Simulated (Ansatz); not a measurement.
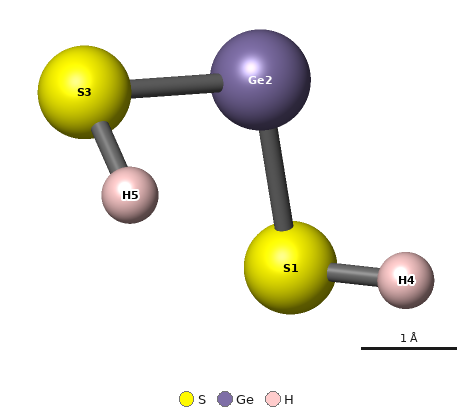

Figure 1. The input geometry (ball-and-stick view, seen at a tilt; atoms are numbered from 1 in the order of the input). Sticks mark near contacts. Bond lengths as drawn: Ge–S 2.19 to 2.23 Å and H–S 1.37 to 1.43 Å.

# Geometry relaxation, with input and output: GeH₂S₂

- system: GeH₂S₂, SMILES [SH][Ge][SH]
- method: RKS PBE-D4/def2-TZVP (Ansatz 0.2.0)

It belongs to a series of runs on one base structure; here: end point B relaxed. Figures and captions count atoms from 1; the log counts them from 0 in places.

The input
```yaml
crystal:
  periodic: [false, false, false]
  atoms:
    - { symbol: S, position_ang: [-1.3908, -0.6674, -0.9166] }
    - { symbol: Ge, position_ang: [-0.5334, 1.1557, 0.0365] }
    - { symbol: S, position_ang: [-1.95531, 2.79143, -0.26962] }
    - { symbol: H, position_ang: [-1.3538, -1.335, 0.2752] }
    - { symbol: H, position_ang: [-3.01219, 2.10855, 0.40125] }
basis:
  gaussian: { orbitals: def2-TZVP }
hamiltonian:
  xc: pbe
  dispersion: d4
relax:
  f_tol: 0.015
  max_steps: 40
output:
  orbitals: {}
```

Run as:
```bash
ansatz run input.yaml --threads 2 --pin off --max-ram 3072MiB --backend cpu --events-out ev --progress --plain --runs-dir out
```

Output
```
The last accepted step is kept in [file] (removed where the run ends without a failure and the disk answers)
Engine: ansatz 0.2.0, aarch64-unknown-linux-gnu
Functional definition: PBE
  parameter kappa = 0.804
  parameter beta = 0.06672455060314922
  exchange = pbe_x(kappa = kappa, mu = beta*pi^2/3)
  correlation = pbe_c(beta = beta)
968 factors; their error is unknown
mean field evaluation 1: about -78203.0817 eV, gradient 3.2e1 eV
mean field evaluation 2: about -78193.0106 eV, gradient 6.8e1 eV
mean field evaluation 4: about -78205.2454 eV, gradient 3.2e0 eV
mean field evaluation 8: about -78205.2790 eV, gradient 1.5e-1 eV
mean field evaluation 16: about -78205.2607 eV, gradient 1.4e-4 eV
mean field -78205.26074992 eV, -2873.9903231298 hartree, gradient 3.0e-5 eV, S^2 0.000000; 0 other end points of the search recorded, 0 dependent functions left out
the calculation of the forces begins
reference -78205.26078017 eV, -2873.9903242414 hartree; 33, 33 occupied and 101, 101 virtual orbitals, 968 factors
relax step   1: F+E_penalty+E_count = -78205.40831339 eV  Δ(F+E_penalty+E_count) = +0.000e0 eV  max|allowed force component| = 1.989e0 eV/Å  Δτ_max = 0.0000 Å  (28 SCF iters, accepted)
these checks for a lower state are left out or cut short: starts, cluster_reference, orbital_swaps, neighbouring_geometries, increment
968 factors; their error is unknown
mean field -78205.61996954 eV, -2874.0035242073 hartree, gradient 2.6e-5 eV, S^2 0.000000; 0 other end points of the search recorded, 0 dependent functions left out
the calculation of the forces begins
reference -78205.61999965 eV, -2874.0035253139 hartree; 33, 33 occupied and 101, 101 virtual orbitals, 968 factors
relax step   2: F+E_penalty+E_count = -78205.76834603 eV  Δ(F+E_penalty+E_count) = -3.600e-1 eV  max|allowed force component| = 1.178e0 eV/Å  Δτ_max = 0.1980 Å  (33 SCF iters, accepted)
these checks for a lower state are left out or cut short: starts, cluster_reference, orbital_swaps, neighbouring_geometries, increment
968 factors; their error is unknown
mean field evaluation 32: about -78205.8016 eV, gradient 2.1e-4 eV
mean field -78205.80157419 eV, -2874.0101980553 hartree, gradient 2.1e-5 eV, S^2 0.000000; 0 other end points of the search recorded, 0 dependent functions left out
the calculation of the forces begins
reference -78205.80160445 eV, -2874.0101991674 hartree; 33, 33 occupied and 101, 101 virtual orbitals, 968 factors
relax step   3: F+E_penalty+E_count = -78205.95078994 eV  Δ(F+E_penalty+E_count) = -1.824e-1 eV  max|allowed force component| = 1.129e0 eV/Å  Δτ_max = 0.1964 Å  (34 SCF iters, accepted)
these checks for a lower state are left out or cut short: starts, cluster_reference, orbital_swaps, neighbouring_geometries, increment
968 factors; their error is unknown
mean field -78205.91418460 eV, -2874.0143364113 hartree, gradient 2.0e-5 eV, S^2 0.000000; 0 other end points of the search recorded, 0 dependent functions left out
the calculation of the forces begins
reference -78205.91421431 eV, -2874.0143375035 hartree; 33, 33 occupied and 101, 101 virtual orbitals, 968 factors
relax step   4: F+E_penalty+E_count = -78206.06531957 eV  Δ(F+E_penalty+E_count) = -1.145e-1 eV  max|allowed force component| = 9.169e-1 eV/Å  Δτ_max = 0.1950 Å  (35 SCF iters, accepted)
these checks for a lower state are left out or cut short: starts, cluster_reference, orbital_swaps, neighbouring_geometries, increment
968 factors; their error is unknown
mean field -78205.96422000 eV, -2874.0161751787 hartree, gradient 9.8e-6 eV, S^2 0.000000; 0 other end points of the search recorded, 0 dependent functions left out
the calculation of the forces begins
reference -78205.96424966 eV, -2874.0161762684 hartree; 33, 33 occupied and 101, 101 virtual orbitals, 968 factors
relax step   5: F+E_penalty+E_count = -78206.11319657 eV  Δ(F+E_penalty+E_count) = -4.788e-2 eV  max|allowed force component| = 1.005e0 eV/Å  Δτ_max = 0.1865 Å  (33 SCF iters, accepted)
these checks for a lower state are left out or cut short: starts, cluster_reference, orbital_swaps, neighbouring_geometries, increment
968 factors; their error is unknown
mean field -78206.01790312 eV, -2874.0181479966 hartree, gradient 2.0e-5 eV, S^2 0.000000; 0 other end points of the search recorded, 0 dependent functions left out
the calculation of the forces begins
reference -78206.01793282 eV, -2874.0181490881 hartree; 33, 33 occupied and 101, 101 virtual orbitals, 968 factors
relax step   6: F+E_penalty+E_count = -78206.16765248 eV  Δ(F+E_penalty+E_count) = -5.446e-2 eV  max|allowed force component| = 4.830e-1 eV/Å  Δτ_max = 0.0996 Å  (28 SCF iters, accepted)
these checks for a lower state are left out or cut short: starts, cluster_reference, orbital_swaps, neighbouring_geometries, increment
968 factors; their error is unknown
mean field evaluation 64: about -78206.0354 eV, gradient 2.2e-5 eV
mean field -78206.03544625 eV, -2874.0187926948 hartree, gradient 2.2e-5 eV, S^2 0.000000; 0 other end points of the search recorded, 0 dependent functions left out
the calculation of the forces begins
reference -78206.03547593 eV, -2874.0187937858 hartree; 33, 33 occupied and 101, 101 virtual orbitals, 968 factors
relax step   7: F+E_penalty+E_count = -78206.18675572 eV  Δ(F+E_penalty+E_count) = -1.910e-2 eV  max|allowed force component| = 2.002e-1 eV/Å  Δτ_max = 0.1990 Å  (32 SCF iters, accepted)
these checks for a lower state are left out or cut short: starts, cluster_reference, orbital_swaps, neighbouring_geometries, increment
968 factors; their error is unknown
mean field -78206.05571220 eV, -2874.0195374549 hartree, gradient 8.9e-6 eV, S^2 0.000000; 0 other end points of the search recorded, 0 dependent functions left out
the calculation of the forces begins
reference -78206.05574197 eV, -2874.0195385487 hartree; 33, 33 occupied and 101, 101 virtual orbitals, 968 factors
relax step   8: F+E_penalty+E_count = -78206.20685997 eV  Δ(F+E_penalty+E_count) = -2.010e-2 eV  max|allowed force component| = 5.750e-2 eV/Å  Δτ_max = 0.1030 Å  (29 SCF iters, accepted)
these checks for a lower state are left out or cut short: starts, cluster_reference, orbital_swaps, neighbouring_geometries, increment
968 factors; their error is unknown
mean field -78206.05703701 eV, -2874.0195861407 hartree, gradient 1.3e-5 eV, S^2 0.000000; 0 other end points of the search recorded, 0 dependent functions left out
the calculation of the forces begins
reference -78206.05706674 eV, -2874.0195872333 hartree; 33, 33 occupied and 101, 101 virtual orbitals, 968 factors
relax step   9: F+E_penalty+E_count = -78206.20790392 eV  Δ(F+E_penalty+E_count) = -1.044e-3 eV  max|allowed force component| = 1.866e-2 eV/Å  Δτ_max = 0.0223 Å  (28 SCF iters, accepted)
these checks for a lower state are left out or cut short: starts, cluster_reference, orbital_swaps, neighbouring_geometries, increment
968 factors; their error is unknown
mean field -78206.05750565 eV, -2874.0196033628 hartree, gradient 2.6e-5 eV, S^2 0.000000; 0 other end points of the search recorded, 0 dependent functions left out
the calculation of the forces begins
reference -78206.05753536 eV, -2874.0196044548 hartree; 33, 33 occupied and 101, 101 virtual orbitals, 968 factors
relax step  10: F+E_penalty+E_count = -78206.20804257 eV  Δ(F+E_penalty+E_count) = -1.387e-4 eV  max|allowed force component| = 3.958e-2 eV/Å  Δτ_max = 0.0175 Å  (27 SCF iters, accepted)
these checks for a lower state are left out or cut short: starts, cluster_reference, orbital_swaps, neighbouring_geometries, increment
968 factors; their error is unknown
mean field -78206.05751398 eV, -2874.0196036690 hartree, gradient 6.4e-6 eV, S^2 0.000000; 0 other end points of the search recorded, 0 dependent functions left out
the calculation of the forces begins
reference -78206.05754369 eV, -2874.0196047610 hartree; 33, 33 occupied and 101, 101 virtual orbitals, 968 factors
relax step  11: F+E_penalty+E_count = -78206.20812846 eV  Δ(F+E_penalty+E_count) = -8.589e-5 eV  max|allowed force component| = 2.066e-3 eV/Å  Δτ_max = 0.0027 Å  (23 SCF iters, accepted)
968 factors; their error is unknown
mean field evaluation 96: about -78194.1979 eV, gradient 6.8e1 eV
```

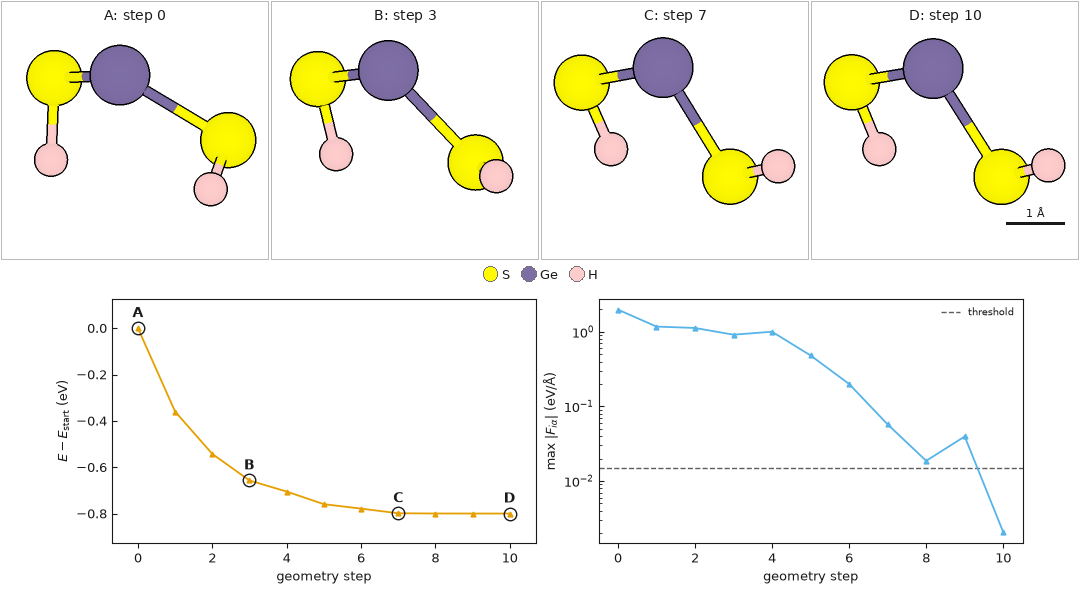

Figure 2. Frames of the relaxation (ball-and-stick view, seen at a tilt) above the curves, on which the letters mark them (the first geometry is step 0 here and step 1 in the log).

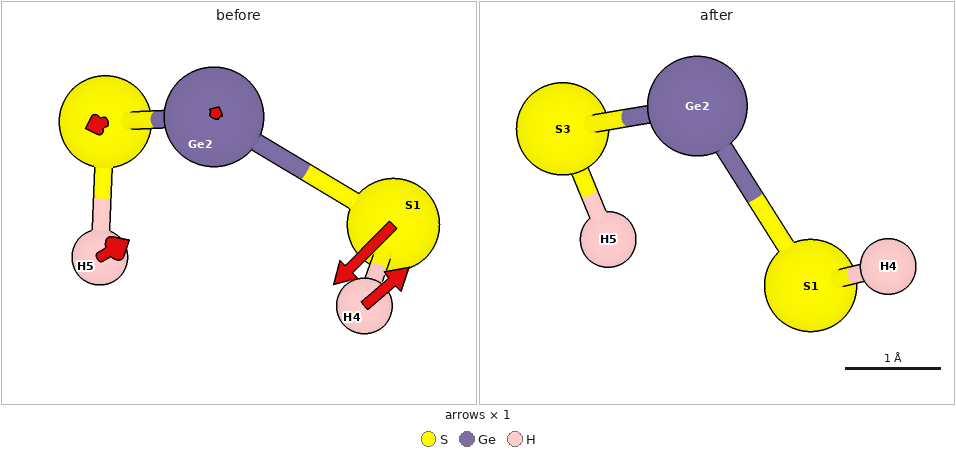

Figure 3. Before (left) and after (right) the relaxation, at one scale (ball-and-stick view, seen at a tilt). The red arrows give the displacements, at true length. The atom that moves furthest after the best rigid fit is S1 (0.91 Å). By element the largest moves are S 0.91 Å, H 0.64 Å, Ge 0.14 Å. Among the contacts that change: Ge2–S3 2.189 → 2.267 Å, S3–H5 1.426 → 1.356 Å, S1–Ge2 2.229 → 2.263 Å, S1–H4 1.367 → 1.355 Å. Among the angles that change: S1–Ge2–S3 107.6° → 96.8°, Ge2–S3–H5 93.3° → 98.9°, Ge2–S1–H4 90.9° → 93.9°. After 10 geometry steps the energy has fallen by 0.800 eV. Largest force component: 2 eV/Å at the start, 0.0021 eV/Å at the end. (Atoms are counted from 1 in the order of the input.)

```
mean field -78206.05751398 eV, -2874.0196036690 hartree, gradient 6.4e-6 eV, S^2 0.000000; 1 other end points of the search recorded, 0 dependent functions left out
the calculation of the forces begins
reference -78206.05754369 eV, -2874.0196047610 hartree; 33, 33 occupied and 101, 101 virtual orbitals, 968 factors
Total energy: -78206.20815818 eV, -2874.0251397412 hartree
Atom 0 at    -1.901858    -0.539120    -0.210145 Å, force    -0.000154     0.002066     0.000092 eV/Å
Atom 1 at    -0.419605     1.144375     0.086558 Å, force     0.000629    -0.000635     0.000047 eV/Å
Atom 2 at    -1.920026     2.841589    -0.006051 Å, force    -0.000381    -0.000136    -0.000066 eV/Å
Atom 3 at    -0.956131    -1.507709    -0.145592 Å, force     0.000784    -0.001849    -0.000002 eV/Å
Atom 4 at    -3.047880     2.114144    -0.198041 Å, force    -0.000879     0.000554    -0.000070 eV/Å
Dipole moment:     0.173836    -0.204079     0.010271 e Å
```

Trajectory as extended XYZ (Å, eV, eV/Å), 11 frames, from step=1 to step=11
```
5
Properties=species:S:1:pos:R:3:forces:R:3 step=1 energy=-78205.40831
S    -1.3908   -0.6674   -0.9166   -1.0680  -0.6833  -0.0485
Ge   -0.5334    1.1557    0.0365    1.7630  -0.2558   0.8344
S    -1.9553    2.7914   -0.2696   -1.9893   0.4394   0.5196
H    -1.3538   -1.3350    0.2752    0.3568  -0.0150  -0.2923
H    -3.0122    2.1086    0.4012    0.9376   0.5146  -1.0132
5
Properties=species:S:1:pos:R:3:forces:R:3 step=2 energy=-78205.76835
S    -1.5746   -0.6149   -0.8649   -0.0592  -0.2682   1.1783
Ge   -0.4627    1.1593    0.0983    0.2414  -0.2702  -0.0041
S    -1.9652    2.8204   -0.2470   -0.6862  -0.0766   0.3752
H    -1.2321   -1.3967    0.2456   -0.0084   0.3457  -0.9450
H    -3.0109    2.0851    0.2947    0.5123   0.2693  -0.6044
5
Properties=species:S:1:pos:R:3:forces:R:3 step=3 energy=-78205.95079
S    -1.7083   -0.5603   -0.7318    0.3943  -0.3986   1.1288
Ge   -0.4454    1.1762    0.1191   -0.0746  -0.1807  -0.1309
S    -1.9602    2.8615   -0.2084   -0.1789  -0.2490   0.2295
H    -1.1357   -1.4799    0.1697   -0.3119   0.6584  -0.8816
H    -2.9960    2.0557    0.1782    0.1711   0.1699  -0.3458
5
Properties=species:S:1:pos:R:3:forces:R:3 step=4 energy=-78206.06532
S    -1.8213   -0.5017   -0.5841    0.8486  -0.5787   0.9169
Ge   -0.3994    1.1645    0.1188   -0.3770  -0.1067  -0.1986
S    -1.9362    2.8382   -0.1520   -0.1598  -0.2089   0.1997
H    -1.0621   -1.4831    0.0859   -0.5988   0.6920  -0.6881
H    -3.0266    2.0354    0.0581    0.2869   0.2023  -0.2298
5
Properties=species:S:1:pos:R:3:forces:R:3 step=5 energy=-78206.11320
S    -1.8595   -0.5418   -0.4060    0.6371  -0.6103   0.4170
Ge   -0.4430    1.1907    0.0973    0.0690  -0.1649  -0.0256
S    -1.9271    2.9156   -0.0807   -0.4408  -0.6759   0.0520
H    -0.9922   -1.5897   -0.0242   -0.6174   1.0052  -0.3440
H    -3.0237    2.0785   -0.0596    0.3520   0.4459  -0.0994
5
Properties=species:S:1:pos:R:3:forces:R:3 step=6 energy=-78206.16765
S    -1.9109   -0.5537   -0.3541    0.4830  -0.3103   0.2316
Ge   -0.4649    1.1454    0.0955    0.1299   0.0006  -0.0137
S    -1.9139    2.8931   -0.0578   -0.2374  -0.4093   0.0268
H    -0.9507   -1.5053   -0.0572   -0.4709   0.4312  -0.1827
H    -3.0052    2.0737   -0.0998    0.0954   0.2878  -0.0620
5
Properties=species:S:1:pos:R:3:forces:R:3 step=7 energy=-78206.18676
S    -1.9172   -0.5190   -0.1582    0.1453  -0.0067   0.0002
Ge   -0.3980    1.1579    0.0174   -0.1515  -0.0137   0.1057
S    -1.9423    2.8271    0.1022   -0.0534  -0.0986  -0.2002
H    -0.9743   -1.4948   -0.1434   -0.0394   0.0060  -0.0571
H    -3.0136    2.0821   -0.2912    0.0991   0.1131   0.1514
5
Properties=species:S:1:pos:R:3:forces:R:3 step=8 energy=-78206.20686
S    -1.9019   -0.5179   -0.2008   -0.0167  -0.0575  -0.0086
Ge   -0.4114    1.1571    0.0827    0.0539  -0.0150   0.0136
S    -1.9254    2.8390    0.0013   -0.0348   0.0013  -0.0160
H    -0.9752   -1.5069   -0.1503    0.0024   0.0299   0.0001
H    -3.0317    2.0819   -0.2062   -0.0048   0.0414   0.0110
5
Properties=species:S:1:pos:R:3:forces:R:3 step=9 energy=-78206.20790
S    -1.9028   -0.5295   -0.2100    0.0183  -0.0098   0.0016
Ge   -0.4150    1.1498    0.0890   -0.0049  -0.0187  -0.0047
S    -1.9218    2.8398   -0.0091    0.0024   0.0139   0.0050
H    -0.9645   -1.5060   -0.1471   -0.0034   0.0073   0.0017
H    -3.0415    2.0992   -0.1960   -0.0124   0.0072  -0.0036
5
Properties=species:S:1:pos:R:3:forces:R:3 step=10 energy=-78206.20804
S    -1.9008   -0.5416   -0.2095   -0.0378   0.0396  -0.0028
Ge   -0.4210    1.1450    0.0861    0.0094  -0.0064   0.0014
S    -1.9206    2.8430   -0.0053    0.0186   0.0064   0.0020
H    -0.9561   -1.5088   -0.1459    0.0348  -0.0272   0.0028
H    -3.0470    2.1157   -0.1986   -0.0250  -0.0123  -0.0033
5
Properties=species:S:1:pos:R:3:forces:R:3 step=11 energy=-78206.20813
S    -1.9019   -0.5391   -0.2101   -0.0002   0.0021   0.0001
Ge   -0.4196    1.1444    0.0866    0.0006  -0.0006   0.0000
S    -1.9200    2.8416   -0.0061   -0.0004  -0.0001  -0.0001
H    -0.9561   -1.5077   -0.1456    0.0008  -0.0018   0.0000
H    -3.0479    2.1141   -0.1980   -0.0009   0.0006  -0.0001
```

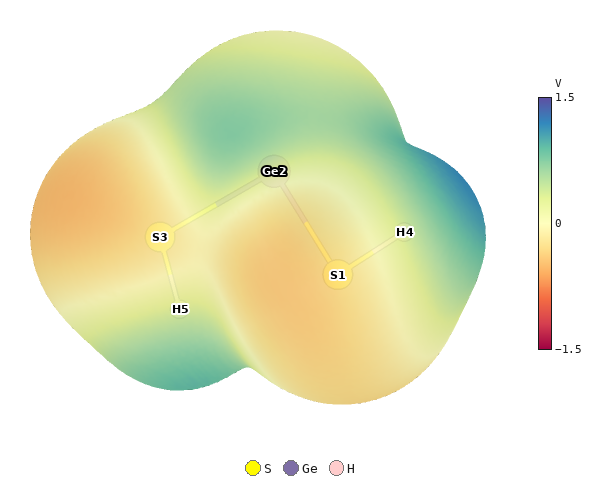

Figure 4. The molecular electrostatic potential painted on the density surface at 0.001 e/bohr³, seen at a tilt; red is negative and blue positive.

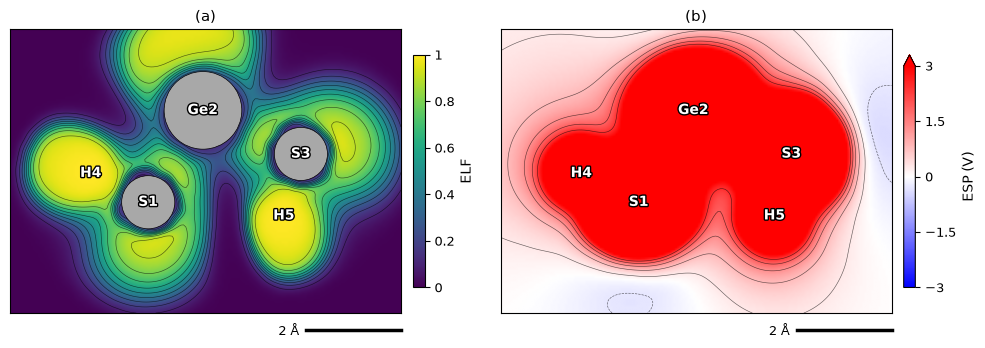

Figure 5. (a) electron localisation function; (b) molecular electrostatic potential on the molecular plane. Grey discs, where drawn, cover atomic cores. The plane passes through S, Ge and H nuclei. Ge–S (2.26 Å): the ELF peaks at about 0.85 in the valence shell of S, 0.9 Å from its nucleus, and is about 0.75 at the midpoint. S–H (1.36 Å): the ELF climbs to about 1 towards the hydrogen, as it does in any bond to H.

Summary

```csv
quantity,value
outcome,converged
total energy,−78206.2082 eV
mean-field energy,−78206.0575 eV
largest force (length of the vector) at the end,0.002 eV/Å
hardware,"2 threads of Arm Neoverse V1, 24 GiB of memory available, shared host"
wall time,21 s (CPU time 40 s)
peak memory,0.17 GiB
```
